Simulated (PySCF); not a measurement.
# SiO2 (SMILES O=[Si]=O): CCSD(T)/3-21G

What is the vertical ionisation energy of SiO2 at CCSD(T)/3-21G? The job is set up through a Python script.

Program for the calculation: PySCF 2.14.0.

**1. The system as given**

The species is SiO2 (3 atoms), meant as a singlet with charge 0. As SMILES, `O=[Si]=O`. The shape is that of a PBE0-D4/def2-TZVP optimisation.

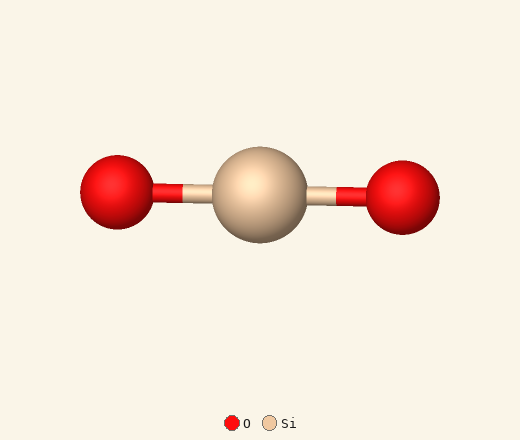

Viewed from a chosen angle; oxygen red, silicon light orange.

**2. A single-point energy at CCSD(T)/3-21G**

calc.py reads:

```python
from pyscf import gto, cc

molecule = gto.M(
    atom='''
O      1.318519     2.323607     0.980314
Si    -0.000019     0.000000     0.000000
O     -1.318519    -2.323626    -0.980314
''',
    max_memory=1860,
    verbose=3,
    basis='3-21g',
    unit='bohr',
)

mf = molecule.RHF()
mf.conv_tol = 1e-10
mf.kernel()
if not mf.converged:
    mf = mf.newton().run(mf.mo_coeff, mf.mo_occ)

mycc = cc.CCSD(mf, frozen=7)
mycc.kernel()
e_t = mycc.ccsd_t()
e_tot = mycc.e_tot + e_t
print('E = %.10f Eh' % e_tot)
```

The run is started by

```console
$ OMP_NUM_THREADS=1 python calc.py
```

Log:

```text
converged SCF energy = -436.218429944432
E(CCSD) = -436.5326923611721  E_corr = -0.3142624167397105
CCSD(T) correction = -0.0212809562437057
E = -436.5539733174 Eh
```

Wall time 0.85 s (1 thread of Arm Neoverse V2, shared host); peak memory 0.12 GiB.

**3. The doublet cation at the same level**

calc.py reads:

```python
from pyscf import gto, scf, cc

mol = gto.M(
    atom=[
    ('O', (0.697730, 1.229600, 0.518760)),
    ('Si', (-0.000010, 0.000000, -0.000000)),
    ('O', (-0.697730, -1.229610, -0.518760)),
],
    verbose=3,
    basis='3-21g',
    max_memory=1860,
    charge=1,
    spin=1,
)

calc0 = scf.UHF(mol)
calc0.conv_tol = 1e-10
calc0.kernel()
if not calc0.converged:
    calc0 = calc0.newton().run(calc0.mo_coeff, calc0.mo_occ)

mycc = cc.CCSD(calc0, frozen=7)
mycc.kernel()
e_t = mycc.ccsd_t()
etot = mycc.e_tot + e_t
print('E = %.10f Eh' % etot)
```

The run is started by

```console
$ OMP_NUM_THREADS=1 python calc.py
```

Log:

```text
converged SCF energy = -435.853907378071  <S^2> = 1.131614  2S+1 = 2.3508416
E(UCCSD) = -436.1429572940195  E_corr = -0.2890499159479911
UCCSD(T) correction = -0.0119849483074397
E = -436.1549422423 Eh
```

Wall time 1.2 s (1 thread of Arm Neoverse V2, shared host); peak memory 0.11 GiB.

**4. What came out**

At CCSD(T)/3-21G, 7 core orbitals frozen:

| quantity | value |
| --- | --- |
| singlet SiO2: total energy | -436.55397 Eh |
| singlet SiO2: dipole moment (Hartree–Fock density) | 0.00 D |
| singlet SiO2: HOMO energy (Hartree–Fock orbitals) | -12.55 eV |
| singlet SiO2: LUMO energy (Hartree–Fock orbitals) | 0.70 eV |
| singlet SiO2: HOMO–LUMO gap (Hartree–Fock orbitals) | 13.25 eV |
| singlet SiO2: correlation energy (7 core orbitals frozen) | -335.5 mEh |
| singlet SiO2: (T) correction | -21.28 mEh |
| singlet SiO2: T1 diagnostic | 0.033 |
| doublet cation: total energy | -436.15494 Eh |
| doublet cation: HOMO energy (Hartree–Fock orbitals) (highest over α and β) | -19.16 eV |
| doublet cation: LUMO energy (Hartree–Fock orbitals) (lowest over α and β) | -7.60 eV |
| doublet cation: correlation energy (7 core orbitals frozen) | -301.0 mEh |
| doublet cation: (T) correction | -11.98 mEh |
| doublet cation: ⟨S²⟩ of the reference determinant | 1.132 |
| doublet cation: T1 diagnostic | 0.063 |
| vertical ionisation energy (to the doublet cation) | 10.858 eV |

**Reading.** Removing an electron at fixed nuclei costs 10.86 eV (250 kcal/mol). The T1 diagnostic (singlet SiO2) of 0.033 is above the customary mark for such species, so a single reference may not serve. Mulliken charges (singlet SiO2) of the mean-field density run from -0.74 on O1 to +1.49 on Si2. The triples (singlet SiO2) make up 6.3 % of the correlation energy. ⟨S²⟩ (doublet cation) is 1.13 where a pure doublet has 0.75: the reference is spin-contaminated. The T1 diagnostic (doublet cation) of 0.063 is above the customary mark for such species, so a single reference may not serve.
